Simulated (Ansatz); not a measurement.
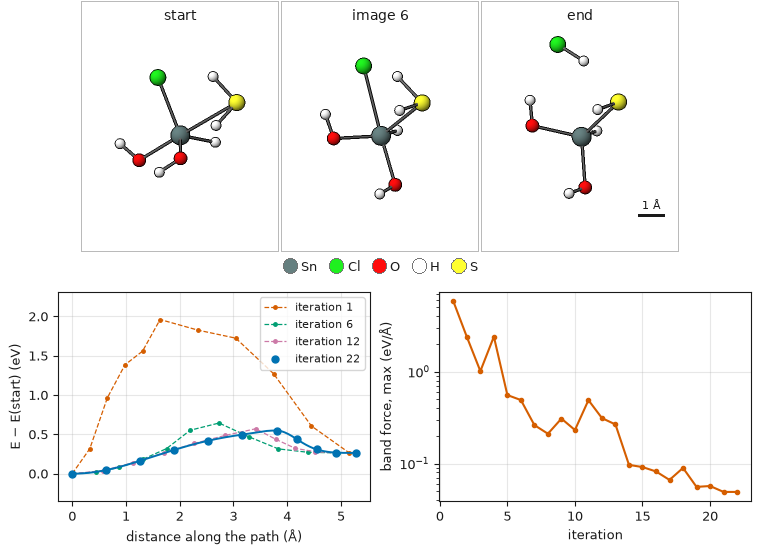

A nudged-elastic-band calculation for SnH₅SO₂Cl. Images are numbered from 0 (start) to 10 (end). The plot follows the band through its iterations. A ball-and-stick model, seen from a free direction.

Computed with RKS PBE-D4/def2-SVP in Ansatz 0.2.0. Settings: 9 movable images; climbing image; force threshold 0.05 eV/Å; iteration limit 60; starting path through a guess of the saddle point.

### How did the profile develop, and is the result final?

The result is final at these settings. The band converged in 22 iterations. The largest component of the band force went from 5.8 to 0.049 eV/Å. The climbing image converged on the top of the path. Its vibrational analysis gives one imaginary mode (164i cm⁻¹), as a transition state must have. The first iteration put the highest image at 1.96 eV. Forward barrier 0.55 eV, backward barrier 0.28 eV, with image 6 at the top; the reaction energy is +0.26 eV.
